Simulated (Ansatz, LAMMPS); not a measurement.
## Ionic liquid Pyr13+ triflate with water at 450 K (143 atoms): a reference run and its variants

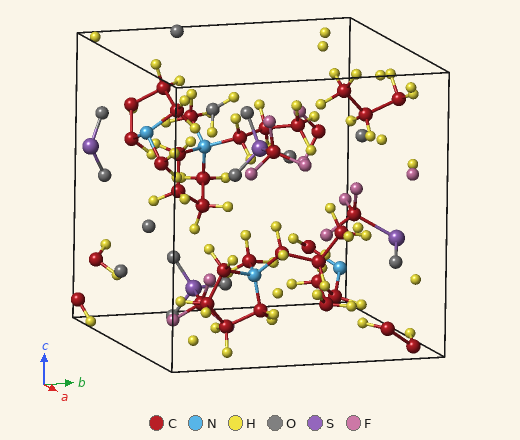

The cell (carbon red, nitrogen blue, hydrogen yellow, oxygen grey, sulfur purple, fluorine pink). Bonds to atoms that aren't drawn are left out. Some periodic images of atoms are drawn too.

Density of this cell: 1.27 g/cm³. The cell holds 143 atoms: 36 C, 4 N, 74 H, 13 O, 4 S and 12 F. Its edges and angles: a = 11.389 Å, b = 11.389 Å, c = 11.389 Å, α = 90.0°, β = 90.0°, γ = 90.0°. 4 Pyr13+, 4 triflate, 1 H2O placed at random, at 1.27 g/cm³; overlaps pushed apart, then 10 ps at 700 K with MMFF94 bonds, angles, torsions, charges and radii (Halgren, J. Comput. Chem. 17, 490 (1996)) in harmonic and 12-6 forms; SPC/E water (Berendsen, Grigera and Straatsma, J. Phys. Chem. 91, 6269 (1987)); charges of ions scaled by 0.8. Snapshot after 30 ps at 450 K and fixed volume.

Geometry: as built.

Reference run: Kohn-Sham DFT, PBE+D4, PAW (set soft_2), plane waves (Ansatz 0.2.0), cutoff 750 eV, Γ point, fixed occupations.

| Item | Value |
| --- | --- |
| r.m.s. force component | 1.151 eV/Å |
| gap (highest filled to lowest empty level) | 4.686 eV |
| SCF cycles | 10 |
| time | 9.5 s on 8 threads of Intel Xeon 6975P-C (Granite Rapids), shared host |

**Question.** The same geometry is run again with each of these changes. How far do the results move, and how long does each run take?
- support functions medium
- support functions low
- support functions high
- support functions medium, radius 3.29 Å
- support functions medium, radius 3.56 Å
- support functions medium, radius 3.8 Å
- support functions medium, radius 4.07 Å
- support functions medium, radius 4.58 Å
- support functions medium, radius 5.09 Å

Differences are against the run with plane waves at 750 eV (Kohn-Sham DFT, PBE+D4, PAW (set soft_2), plane waves), whose r.m.s. force component is 1.15 eV/Å. Energies are set beside the reference only for runs with its functional, potentials and electron count. Times are for 8 threads of Intel Xeon 6975P-C (Granite Rapids), shared host.

```csv
run,"Δ force, r.m.s. (meV/Å)",share of r.m.s. force (%),Δ energy (meV/atom),Δ gap (eV),cycles,time,host memory (GiB)
reference,-,-,-,-,10,9.5 s,4.0
support functions medium,0.737,0.0641,-0.590,4.0e-4,14,51 s,4.8
support functions low,0.794,0.069,-0.589,0.0016,12,49 s,4.5
support functions high,0.519,0.0451,-0.637,0,19,3.9 min,13
"support functions medium, radius 3.29 Å",0.785,0.0682,-0.590,5.0e-4,14,45 s,4.6
"support functions medium, radius 3.56 Å",0.679,0.0589,-0.590,5.0e-4,14,50 s,5.0
"support functions medium, radius 3.8 Å",0.583,0.0507,-0.590,6.0e-4,14,64 s,5.5
"support functions medium, radius 4.07 Å",0.544,0.0473,-0.590,6.0e-4,14,72 s,6.1
"support functions medium, radius 4.58 Å",0.547,0.0475,-0.590,7.0e-4,14,1.8 min,7.5
"support functions medium, radius 5.09 Å",0.549,0.0477,-0.590,1.0e-4,16,2.9 min,9.4
```

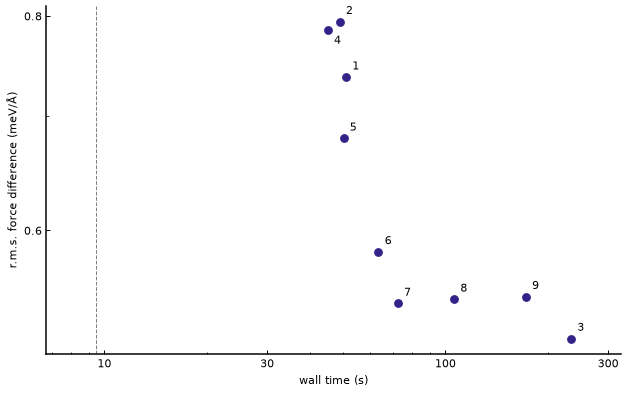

Force difference from the reference against wall time; the dashed line marks the reference's time. Points: 1 support functions medium; 2 support functions low; 3 support functions high; 4 support functions medium, radius 3.29 Å; 5 support functions medium, radius 3.56 Å; 6 support functions medium, radius 3.8 Å; 7 support functions medium, radius 4.07 Å; 8 support functions medium, radius 4.58 Å; 9 support functions medium, radius 5.09 Å.

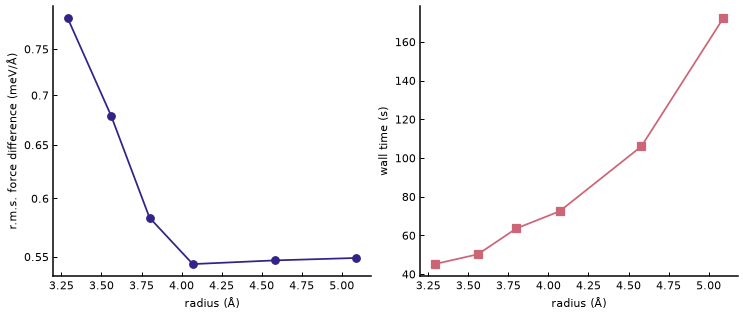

Force difference and time against the radius.

Among numerical settings the force difference runs from 0.52 meV/Å (support functions high) to 0.79 meV/Å (support functions low). At 143 atoms the fastest of the runs at a preset level, support functions low, takes 5.2 times the time of plane waves, in 12 SCF cycles against 10. Differences between support functions and plane waves include what basis error the plane-wave run still has. As the radius goes from 3.29 to 5.09 Å, the force difference goes from 0.79 to 0.55 meV/Å, and the time from 45 s to 2.9 min. 

[Logs are printed without paths, hosts, clocks, repeated set-up lines and the standing remarks that a program may print on its own settings, such as how far it seeks lower states.]

[Hosts, paths, dates, database ids (printed as entryN), source tags and the programs' standing remarks are cut or masked in the printed files.]

[The MMFF94 radii named for the starting cell were scaled by 0.96; in molecules described by MMFF94, hydrogen bound to N, O or S took a small fixed 12-6 site in their place.]
